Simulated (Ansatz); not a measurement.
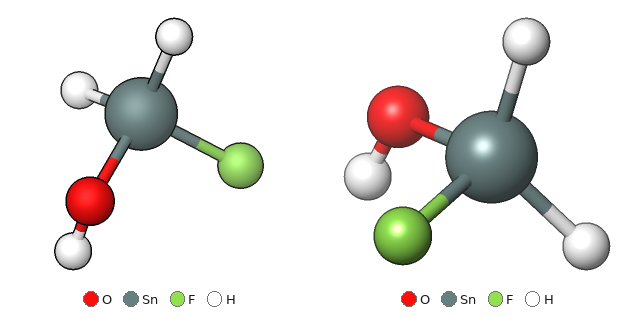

The same structure drawn twice, from different directions.

Identify the structure.

It has 6 atoms: 1 fluorine, 3 hydrogen, 1 oxygen and 1 tin (FH₃OSn). SMILES: `[OH][SnH2][F]`. This geometry has C1 symmetry. Coordination: 1 O bent; 1 Sn tetrahedral.

The parts below concern this one geometry. Atoms keep their numbers from picture to picture. Computed geometry: PBE0-D4/def2-TZVP optimisation.

Shape

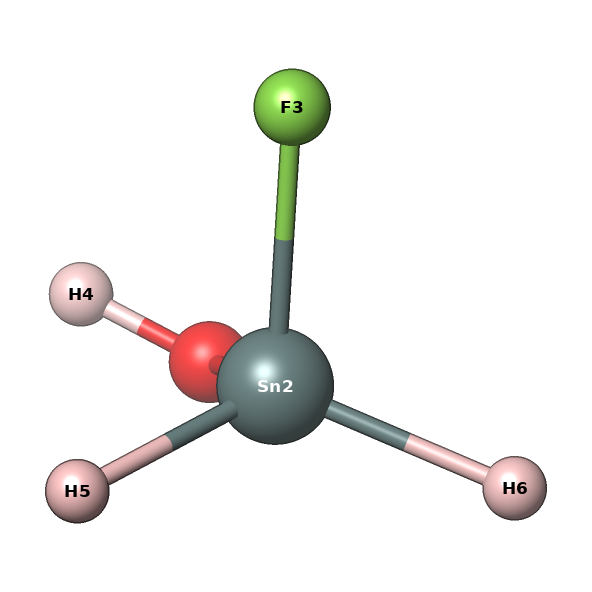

O1 lies behind Sn2. The molecule seen a little off the Sn2–O1 bond, Sn2 in front. Atoms fade into the background with distance from the viewer.

**What is the torsion angle F3–Sn2–O1–H4? The sign is positive where the front bond must turn clockwise to cover the back bond.**

−61°, synclinal (gauche).

Levels of theory compared

Program: Ansatz 0.2.0.

Compare HOMO energy (eV), dipole (D) at these levels: B3LYP-D4/def2-TZVPP; PBE-D4/def2-TZVPP; r2SCAN-D4/def2-TZVPP; ωB97M-V/def2-TZVPP.

| level | HOMO energy (eV) | dipole (D) |
| --- | --- | --- |
| B3LYP-D4/def2-TZVPP | −8.72 | 2.38 |
| PBE-D4/def2-TZVPP | −7.30 | 2.22 |
| r2SCAN-D4/def2-TZVPP | −7.68 | 2.31 |
| ωB97M-V/def2-TZVPP | −11.37 | 2.40 |

Vibrations

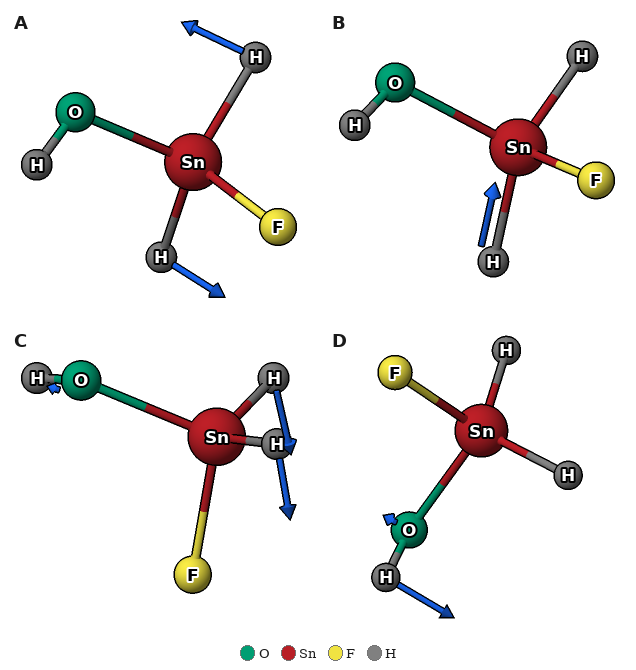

4 normal modes of one molecule or complex, as arrows. Harmonic vibrations computed with RKS PBE0-D4/def2-TZVP, core potentials on Sn (Ansatz 0.2.0) at a stationary point of the same level.

**Match the panels to the wavenumbers 211 cm⁻¹, 504 cm⁻¹, 655 cm⁻¹, 1971 cm⁻¹.**

A: 504 cm⁻¹, F–Sn–H bending
B: 1971 cm⁻¹, Sn–H stretching
C: 655 cm⁻¹, F–Sn–H bending
D: 211 cm⁻¹

Charges

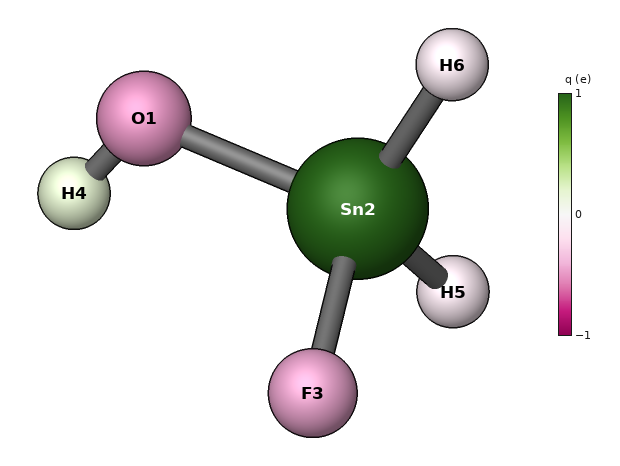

Atoms are coloured by their Mulliken charges. Method: RKS PBE-D4/def2-TZVPP, core potentials on Sn (Ansatz 0.2.0).

List the Mulliken charges.

```
atom  value (e)
  O1      −0.50
 Sn2       0.98
  F3      −0.45
  H4       0.18
  H5      −0.12
  H6      −0.10
```

Mulliken values depend strongly on the basis set and can even reverse the polarity of a bond.
